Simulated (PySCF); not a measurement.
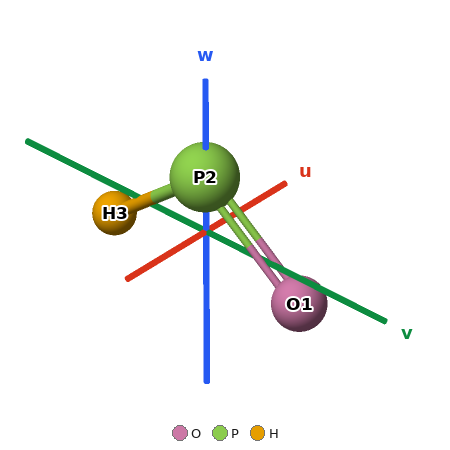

The lines u, v and w are the principal axes of the static dipole polarisability. The geometry was computed by an optimisation with PBE0-D3(BJ)/def2-SVP. No frequency run is at hand to confirm it as a minimum. Computed with PBE0/aug-cc-pVDZ (PySCF 2.14.0).

Question: Along which axis is the molecule most polarisable, and along which least?

Answer: Most along v (in the molecular plane), least along u (normal to the molecular plane).

Question: Give the three principal values.

Answer: u 22.2, v 33.8, w 28.7 bohr³; mean 28.2, anisotropy 10.1 bohr³.
